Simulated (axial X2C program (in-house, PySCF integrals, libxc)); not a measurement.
# All-electron X2C curves of MoO⁻, part 1 of 2

Aim: find the lowest determinant of MoO⁻, scan the bond at several levels and fit the constants, once spin-free and once with spin–orbit coupling.

Method: all-electron X2C, Mo dyall-acv3z, O dyall-av3z; program: an in-house X2C program for linear molecules on PySCF integrals.

All values are calculated.

## (1) The job

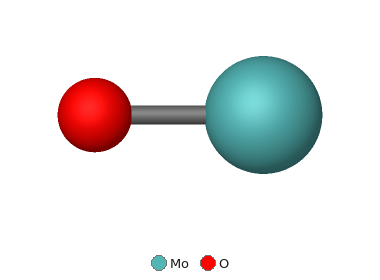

The two atoms at 1.780 Å (molybdenum teal, oxygen red).

Input file task.json:

```json
{"zs": [42, 8], "q": -1, "bas": ["dyall-acv3z", "dyall-av3z"], "levels": ["PBE0", "HF", "r2SCAN0"], "cc": true, "r0": 1.78, "thr": -1.0, "nmax": 90, "npts": 10, "nst": 2, "ntry": 6}
```

Keys: zs atomic numbers; q charge; bas basis sets; levels methods (HF also brings MP2); cc coupled cluster on or off; r0 starting distance in Å; thr threshold in hartree for freezing inner shells (an s shell follows its p shell); nmax most natural virtual spinors; npts points asked for on the curve; nst determinants followed; ntry starts of the search.

Command:

```console
> python so2c.py task.json out
```

Spin-free means the one-electron spin-free X2C Hamiltonian; two-component (2c) means X2C with spin–orbit coupling and atomic mean-field two-electron Coulomb and Gaunt terms. Basis: Mo dyall-acv3z contracted to [12s13p10d5f3g], O dyall-av3z contracted to [7s6p3d2f]; Gaussian nuclei, density fitting. Masses: Mo 97.905 u, O 15.995 u.

Notation: σ, π±, δ± give the projection m of an orbital's angular momentum (0, ±1, ±2), α and β its spin, Λ and M_S the sums; ω is the projection of a spinor's total angular momentum and Ω the sum. Logs are in hartree.

The results follow Hamiltonian by Hamiltonian and level by level.

## (2) Search for the lowest determinant

Determinants are compared with PBE0 at 1.780 Å.

Spin-free determinants:

```csv
ΔE (eV),state,open shells
0.00,"M_S = 5/2, Λ = 0","beyond closed shells: σα, π+α, π-α, δ+α, δ-α"
0.24,"M_S = 3/2, Λ = 1","beyond closed shells: π+α, δ+α, δ-α"
0.75,"M_S = 5/2, Λ = 1","beyond closed shells: 2 × σα, π+α, δ+α, δ-α"
0.97,"M_S = 1/2, Λ = 2","beyond closed shells: δ+α, δ+β, δ-α"
1.23,"M_S = 3/2, Λ = 2","beyond closed shells: σα, π+α, π+β, δ+α, δ-α"
1.23,"M_S = 3/2, Λ = 0","beyond closed shells: σα, π+β, π-α, δ+α, δ-α"
1.28,"M_S = 5/2, Λ = 2","beyond closed shells: σα, 2 × π+α, δ+α, δ-α"
```

Two-component determinants:

| ΔE (eV) | state | open shells |
| --- | --- | --- |
| 0.00 | Ω = 5/2 | excess of +ω over −ω: ω = 5/2 |
| 0.20 | Ω = 1/2 | excess of +ω over −ω: ω = -1/2, ω = -3/2, ω = 5/2 |
| 0.71 | Ω = 3/2 | excess of +ω over −ω: ω = 1/2, ω = -3/2, ω = 5/2 |
| 0.79 | Ω = 7/2 | excess of +ω over −ω: 2 × ω = 1/2, ω = 5/2 |
| 1.04 | Ω = 3/2 | excess of +ω over −ω: ω = 3/2 |
| 1.20 | Ω = 1/2 | excess of +ω over −ω: 2 × ω = 3/2, ω = -5/2 |
| 1.21 | Ω = 9/2 | excess of +ω over −ω: ω = 1/2, ω = 3/2, ω = 5/2 |

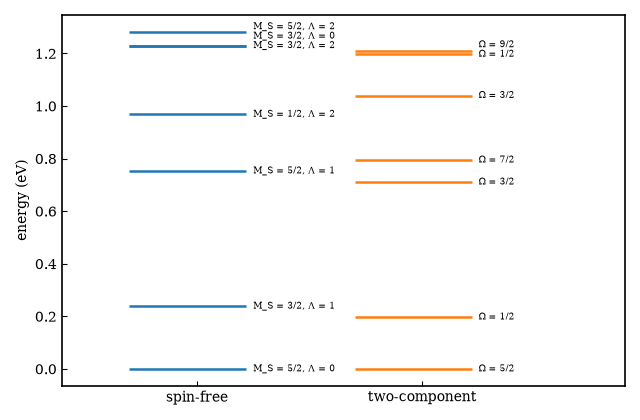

The determinants found, each set from its own lowest.

## (3) PBE0, spin-free

State followed: M_S = 5/2, Λ = 0 (beyond closed shells: σα, π+α, π-α, δ+α, δ-α). The scan is laid around 1.738 Å, a first estimate of the minimum, and this SCF restarts from the orbitals of the search.

Output at 1.738 Å:

```text
spin-free X2C-1e  PBE0
basis functions 217  fitting functions 1015  grid points 5075
iter        total energy     max residual
   1      -4109.491400928     1.66e+01
   2      -4122.784237988     1.39e-01
   3      -4106.268852197     3.63e-01
   4      -4122.903361490     1.24e-01
   5      -4123.227191492     8.81e-02
   6      -4122.644894849     1.75e-01
   7      -4123.361840888     4.12e-02
   8      -4123.391217947     7.04e-03
   9      -4123.391724682     4.93e-03
  10      -4123.392249706     2.60e-03
  11      -4123.392388808     6.74e-04
  12      -4123.392399394     1.94e-04
  13      -4123.392400468     6.15e-05
  14      -4123.392400650     1.96e-05
  15      -4123.392400662     4.16e-06
  16      -4123.392400664     1.83e-06
converged
one-electron -5901.88762548  Coulomb 1809.35184965  exact exchange -32.72529323  xc functional -100.43486605  nuclear repulsion 102.30353445
```

Along the bond, energies from the lowest point:

| R (Å) | E (eV) | μ (D) | HOMO (eV) | LUMO (eV) | iterations |
| --- | --- | --- | --- | --- | --- |
| 1.512 | 1.3147 | 1.33 | 0.65 | 1.67 | 17 |
| 1.582 | 0.5510 | 0.65 | 0.63 | 1.69 | 16 |
| 1.634 | 0.2201 | 0.09 | 0.59 | 1.71 | 16 |
| 1.686 | 0.0478 | -0.51 | 0.55 | 1.73 | 16 |
| 1.738 | 0.0000 | -1.12 | 0.49 | 1.75 | 16 |
| 1.799 | 0.0641 | -1.82 | 0.40 | 1.78 | 16 |
| 1.860 | 0.2239 | -2.51 | 0.32 | 1.80 | 17 |
| 1.938 | 0.5248 | -3.35 | 0.21 | 1.80 | 17 |
| 2.034 | 0.9770 | -4.26 | 0.10 | 1.80 | 19 |
| 2.172 | 1.6770 | -5.19 | 0.02 | 1.79 | 19 |

Dipoles are positive if O is the positive end and refer to the centre of mass.

Outer orbitals at the reference distance:

```json
{"symmetry": "π+β", "occupied": "yes", "ε (eV)": "-34.70", "atomic character": "98% Mo p"}
{"symmetry": "π-β", "occupied": "yes", "ε (eV)": "-34.70", "atomic character": "98% Mo p"}
{"symmetry": "σα", "occupied": "yes", "ε (eV)": "-18.96", "atomic character": "70% O s, 12% Mo d, 8% Mo p"}
{"symmetry": "σβ", "occupied": "yes", "ε (eV)": "-18.90", "atomic character": "69% O s, 11% Mo d, 8% Mo p"}
{"symmetry": "σα", "occupied": "yes", "ε (eV)": "-4.36", "atomic character": "63% O p, 28% Mo d, 4% O s"}
{"symmetry": "π-α", "occupied": "yes", "ε (eV)": "-4.30", "atomic character": "58% O p, 36% Mo d, 2% Mo f"}
{"symmetry": "π+α", "occupied": "yes", "ε (eV)": "-4.30", "atomic character": "58% O p, 36% Mo d, 2% Mo f"}
{"symmetry": "σβ", "occupied": "yes", "ε (eV)": "-4.19", "atomic character": "72% O p, 19% Mo d, 3% O s"}
{"symmetry": "π+β", "occupied": "yes", "ε (eV)": "-3.56", "atomic character": "73% O p, 19% Mo d, 4% Mo f"}
{"symmetry": "π-β", "occupied": "yes", "ε (eV)": "-3.56", "atomic character": "73% O p, 19% Mo d, 4% Mo f"}
{"symmetry": "δ-α", "occupied": "yes", "ε (eV)": "-1.36", "atomic character": "98% Mo d"}
{"symmetry": "δ+α", "occupied": "yes", "ε (eV)": "-1.36", "atomic character": "98% Mo d"}
{"symmetry": "σα", "occupied": "yes", "ε (eV)": "-0.79", "atomic character": "65% Mo s, 11% O p, 11% Mo d"}
{"symmetry": "π-α", "occupied": "yes", "ε (eV)": "0.49", "atomic character": "44% Mo d, 30% Mo p, 20% O p"}
{"symmetry": "π+α", "occupied": "yes", "ε (eV)": "0.49", "atomic character": "44% Mo d, 30% Mo p, 20% O p"}
{"symmetry": "π-α", "occupied": "no", "ε (eV)": "1.75", "atomic character": "98% Mo p"}
{"symmetry": "π+α", "occupied": "no", "ε (eV)": "1.75", "atomic character": "98% Mo p"}
{"symmetry": "σα", "occupied": "no", "ε (eV)": "1.78", "atomic character": "88% Mo p, 11% Mo s"}
{"symmetry": "σβ", "occupied": "no", "ε (eV)": "2.05", "atomic character": "98% Mo p"}
```

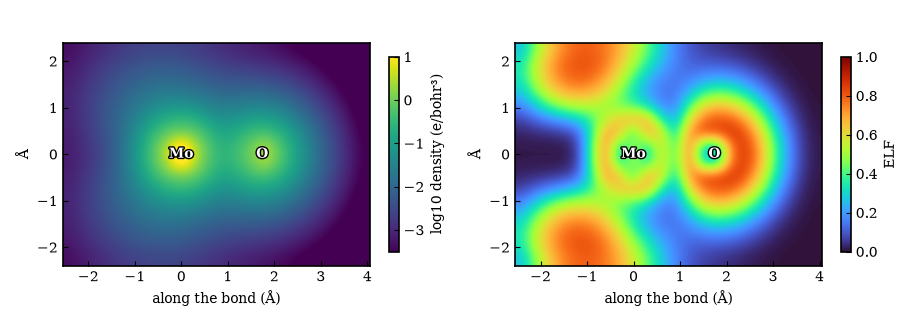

PBE0 fields in a plane through the axis, from a grid of 0.3 Å; Mo lies at z = 0 and O at z = 1.738 Å; the ELF is damped to zero where the density is low.

Re = 1.736 Å, ωe = 840 cm⁻¹, ωexe = 3.37 cm⁻¹, Be = 0.407 cm⁻¹, De = 4.69 eV, μ = -1.09 D.

## (4) HF, spin-free

Output at 1.738 Å:

```text
spin-free X2C-1e  HF
basis functions 217  fitting functions 1015  grid points 5075
iter        total energy     max residual
   1      -4121.133414299     2.81e-01
   2      -4121.163799317     1.23e-02
   3      -4121.165936242     1.62e-02
   4      -4121.170017245     3.41e-03
   5      -4121.170799901     2.27e-03
   6      -4121.171130154     1.92e-03
   7      -4121.171399556     1.26e-03
   8      -4121.171578520     8.34e-04
   9      -4121.171668227     4.24e-04
  10      -4121.171692505     2.54e-04
  11      -4121.171703273     1.10e-04
  12      -4121.171706674     4.74e-05
  13      -4121.171707396     2.32e-05
  14      -4121.171707506     1.46e-05
  15      -4121.171707527     1.01e-05
  16      -4121.171707532     5.77e-06
  17      -4121.171707535     2.06e-06
  18      -4121.171707536     8.27e-07
converged
one-electron -5900.47439109  Coulomb 1808.01088153  exact exchange -131.01173242  xc functional 0.00000000  nuclear repulsion 102.30353445
```

No constants are quoted: the solution changes its character somewhere along the scan, so the fit is set aside.

## (5) r2SCAN0, spin-free

The SCF at the reference distance of 1.738 Å:

```text
spin-free X2C-1e  r2SCAN0
basis functions 217  fitting functions 1015  grid points 5075
iter        total energy     max residual
   1      -4123.716802221     6.32e-02
   2      -4123.718742598     5.96e-03
   3      -4123.714950973     1.79e-02
   4      -4123.719247284     4.53e-04
   5      -4123.719248932     6.06e-04
   6      -4123.719259575     1.32e-04
   7      -4123.719260900     7.65e-05
   8      -4123.719261552     5.20e-05
   9      -4123.719261655     1.61e-05
  10      -4123.719261666     3.96e-06
  11      -4123.719261667     1.64e-06
converged
one-electron -5902.10236556  Coulomb 1809.59848083  exact exchange -32.73616995  xc functional -100.78274143  nuclear repulsion 102.30353445
```

Re = 1.737 Å, ωe = 843 cm⁻¹, ωexe = 3.43 cm⁻¹, Be = 0.4065 cm⁻¹, De = 4.42 eV, μ = -1.35 D.

## (6) MP2 and beyond, spin-free

Correlated methods: 13 electrons correlated (frozen shells, counted by type: Mo 4 s, 3 p, 1 d; O 1 s), 309 virtual spinors in MP2, 90 natural virtuals in coupled cluster.

Output of the correlated part at 1.738 Å:

```text
correlated 13  virtual 309  natural virtual 90  E(MP2) -0.416082748  MP2 remainder -0.021079135
iter   CCSD correlation   residual
   1     -0.355770893   2.47e-01
   2     -0.375209111   1.60e-01
   3     -0.380148749   3.62e-02
   4     -0.381200412   1.80e-02
   5     -0.381644282   7.45e-03
   6     -0.381721203   3.22e-03
   7     -0.381721451   1.39e-03
   8     -0.381738949   4.06e-04
   9     -0.381745481   1.79e-04
  10     -0.381738792   8.98e-05
  11     -0.381742142   4.88e-05
  12     -0.381741343   2.23e-05
  13     -0.381741127   9.53e-06
  14     -0.381740961   4.79e-06
  15     -0.381740853   2.18e-06
  16     -0.381740806   1.11e-06
  17     -0.381740801   5.21e-07
(T) -0.022949747  T1 0.0463  D1 0.0796  max T2 0.081
```

T1 in the output is the amplitude norm over the root of the electron number; divide by √2 for the Lee–Taylor value.

MP2: No constants are quoted: the reference changes its character somewhere along the scan, so the fit is set aside.

CCSD: No constants are quoted: the reference changes its character somewhere along the scan, so the fit is set aside.

CCSD(T): No constants are quoted: the reference changes its character somewhere along the scan, so the fit is set aside.

## (7) A higher determinant, spin-free

State: M_S = 3/2, Λ = 1 (beyond closed shells: π+α, δ+α, δ-α).

Output at the reference distance:

```text
spin-free X2C-1e  PBE0
basis functions 217  fitting functions 1015  grid points 5075
iter        total energy     max residual
   1      -4109.327622530     1.64e+01
   2      -4122.757188896     1.32e-01
   3      -4105.907211927     3.15e-01
   4      -4122.793910696     1.42e-01
   5      -4123.138715937     6.85e-02
   6      -4122.973941431     1.35e-01
   7      -4123.320705114     6.33e-02
   8      -4123.376505826     2.07e-02
   9      -4123.383645322     7.32e-03
  10      -4123.385384788     3.00e-03
  11      -4123.385790965     8.64e-04
  12      -4123.385863911     4.95e-04
  13      -4123.385904874     1.77e-04
  14      -4123.385916587     5.29e-05
  15      -4123.385917658     2.73e-05
  16      -4123.385917773     7.72e-06
  17      -4123.385917778     2.70e-06
  18      -4123.385917778     4.11e-07
converged
one-electron -5900.04166855  Coulomb 1807.39664755  exact exchange -32.69151489  xc functional -100.35291633  nuclear repulsion 102.30353445
```

```csv
R (Å),E above the lowest PBE0 point (eV)
1.512,1.182
1.582,0.505
1.634,0.245
1.686,0.147
1.738,0.176
1.799,0.330
1.860,0.574
1.938,0.965
2.034,1.481
```

Re = 1.698 Å, ωe = 929 cm⁻¹, ωexe = 4.16 cm⁻¹, Be = 0.4253 cm⁻¹, μ = 1.19 D. Te = 0.14 eV.

(Continued in part 2 of 2.)
